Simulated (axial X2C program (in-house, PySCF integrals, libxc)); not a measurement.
# A two-component session on RuH: properties at the nuclei

Wanted for RuH: properties at the nuclei, at the two-component level.

Computed with an in-house X2C program for linear molecules on PySCF integrals. Level: two-component X2C with atomic mean-field terms, Ru dyall-acv3z, H dyall-av3z.

All values are calculated.

### 1 The job

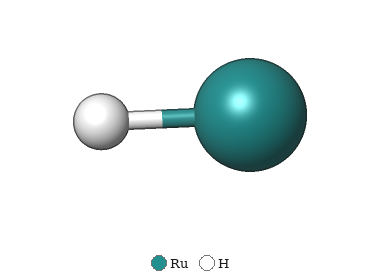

The two atoms at 1.570 Å (ruthenium teal, hydrogen white).

task.json reads:

```json
{"zs": [44, 1], "q": 0, "bas": ["dyall-acv3z", "dyall-av3z"], "r0": 1.57, "levels": ["PBE0", "HF", "B3LYP"], "nst": 1, "ff": 1, "thr": -3.5, "nmax": 130, "opt": {"ecut": 60}}
```

Keys: zs atomic numbers; q charge; bas basis sets; r0 starting distance in Å; levels methods (HF also brings MP2); nst determinants followed; ff finite-field run; thr threshold in hartree for freezing inner shells (an s shell follows its p shell); nmax most natural virtual spinors; ecut virtual cutoff in hartree.

Command:

```console
$ python soeom.py task.json out
```

Nuclei are Gaussian, cores are contracted, and the Gaunt term is on.

### 2 Expectation values, lowest determinant

R = 1.584 Å. State: Ω = 3/2 (excess of +ω over −ω: ω = 1/2, ω = -3/2, ω = 5/2).

Output of the PBE0 run:

```text
two-component X2C + atomic mean field  PBE0
basis functions 185  fitting functions 860  grid points 5075
iter        total energy     max residual
   1      -4527.745418603     3.77e+00
   2      -4528.808380902     1.68e-02
   3      -4528.790893886     3.22e-02
   4      -4528.816873165     2.63e-03
   5      -4528.816944083     1.09e-03
   6      -4528.816966108     2.92e-04
   7      -4528.816968072     6.75e-05
   8      -4528.816968277     2.75e-05
   9      -4528.816968319     7.12e-06
  10      -4528.816968321     2.49e-06
converged
one-electron -6271.73088280  Coulomb 1865.25495161  exact exchange -33.17670391  xc functional -101.62526061  nuclear repulsion 14.69936697  atomic mean-field constant -2.23843957
```

The highest occupied spinor is 94% Ru d, 3% H p.

```csv
level,Eeff magnitude (GV/cm),Ws magnitude Ru (kHz),A∥/gI Ru (MHz),qzz Ru (a.u.),A∥/gI H (MHz),qzz H (a.u.),μ (D)
PBE0,0.324,0.0805,904,-4.02,-5.65,0.13,-2.24
HF,0.288,0.0612,551,-4.18,-17.1,0.15,-3.25
B3LYP,0.213,0.0461,955,-4.00,-4.95,0.13,-2.12
```

Eeff is the effective electric field on the electron dipole moment in this Ω state and Ws the scalar–pseudoscalar constant (defined with the proton number Z and per Ω); A∥ is the parallel hyperfine constant, which follows by multiplying with the nuclear g factor gI = μI/(I μN); qzz is the electric field gradient, eQq0 = 234.96 MHz × Q/barn × qzz; μ is positive if H is the positive end. The operators were transformed with the bare-nucleus X2C matrices.

### 3 Finite-field coupled cluster

Output:

```text
two-component X2C + atomic mean field  HF
basis functions 185  fitting functions 860  grid points 5075
iter        total energy     max residual
   1      -4526.721819444     3.43e-01
   2      -4526.744224285     8.59e-03
   3      -4526.746403598     5.98e-03
   4      -4526.747067496     3.30e-03
   5      -4526.747494537     2.03e-03
   6      -4526.747719385     9.40e-04
   7      -4526.747784083     6.64e-04
   8      -4526.747816553     3.07e-04
   9      -4526.747823944     2.83e-04
  10      -4526.747829242     2.51e-04
  11      -4526.747832761     2.17e-04
  12      -4526.747837662     1.50e-04
  13      -4526.747841657     4.64e-05
  14      -4526.747842030     1.52e-05
  15      -4526.747842072     6.91e-06
  16      -4526.747842078     4.40e-06
  17      -4526.747842080     2.07e-06
  18      -4526.747842081     1.36e-06
converged
one-electron -6271.48610414  Coulomb 1865.09369614  exact exchange -132.81636147  xc functional 0.00000000  nuclear repulsion 14.69936697  atomic mean-field constant -2.23843957
correlated 17  virtual 285  natural virtual 130  E(MP2) -0.569942510  MP2 remainder -0.010838062
iter   CCSD correlation   residual
   1     -0.535229320   1.41e-01
   2     -0.548495290   5.83e-02
   3     -0.552560349   2.91e-02
   4     -0.552819027   1.42e-02
   5     -0.553213816   6.77e-03
   6     -0.553343218   2.65e-03
   7     -0.553363757   1.10e-03
   8     -0.553380994   5.27e-04
   9     -0.553364819   3.33e-04
  10     -0.553371320   2.23e-04
  11     -0.553367430   1.55e-04
  12     -0.553369794   9.44e-05
  13     -0.553369843   5.03e-05
  14     -0.553369907   2.49e-05
  15     -0.553370392   1.18e-05
  16     -0.553370646   5.74e-06
  17     -0.553370764   3.26e-06
  18     -0.553370852   1.65e-06
  19     -0.553370847   9.24e-07
(T) -0.021872202  T1 0.0363  D1 0.1209  max T2 0.043
```

T1 in the output is the amplitude norm over the root of the electron number; divide by √2 for the Lee–Taylor value.

17 electrons correlated in 130 natural virtual spinors, MP2 remainder added; T1 = 0.026.

```csv
level,Eeff magnitude (GV/cm),Ws magnitude Ru (kHz),A∥/gI Ru (MHz),qzz Ru (a.u.),A∥/gI H (MHz),μ (D)
HF,0.288,0.0612,551,-4.18,-17.1,-3.25
MP2,0.232,0.0299,826,-3.94,-4.18,-2.33
CCSD,0.272,0.0555,802,-3.97,-5.56,-2.47
CCSD(T),0.19,0.0324,827,-3.90,-4.59,-2.28
```

### 4 Outcome

| quantity | value |
| --- | --- |
| lowest determinant | Ω = 3/2 (excess of +ω over −ω: ω = 1/2, ω = -3/2, ω = 5/2) |
| Eeff magnitude (GV/cm), PBE0 | 0.324 |
| Ws magnitude Ru (kHz), PBE0 | 0.0805 |
| A∥/gI Ru (MHz), PBE0 | 904 |
| qzz Ru (a.u.), PBE0 | -4.02 |
| Eeff magnitude (GV/cm), CCSD(T) | 0.19 |
| Ws magnitude Ru (kHz), CCSD(T) | 0.0324 |
| A∥/gI Ru (MHz), CCSD(T) | 827 |
| qzz Ru (a.u.), CCSD(T) | -3.90 |

What this shows: In the first state, the effective field runs from 0.213 to 0.324 GV/cm over the mean-field levels. The expectation values come from single determinants, which for open shells can mix terms of unlike spin or miss the lowest Ω, so a determinant need not be a state. Eeff is the effective electric field on the electron dipole moment in this Ω state and Ws the scalar–pseudoscalar constant (defined with the proton number Z and per Ω); A∥ is the parallel hyperfine constant, which follows by multiplying with the nuclear g factor gI = μI/(I μN); qzz is the electric field gradient, eQq0 = 234.96 MHz × Q/barn × qzz; μ is positive if H is the positive end. The operators were transformed with the bare-nucleus X2C matrices. Correlation of the inner shells is missing, which matters for properties at the nucleus.
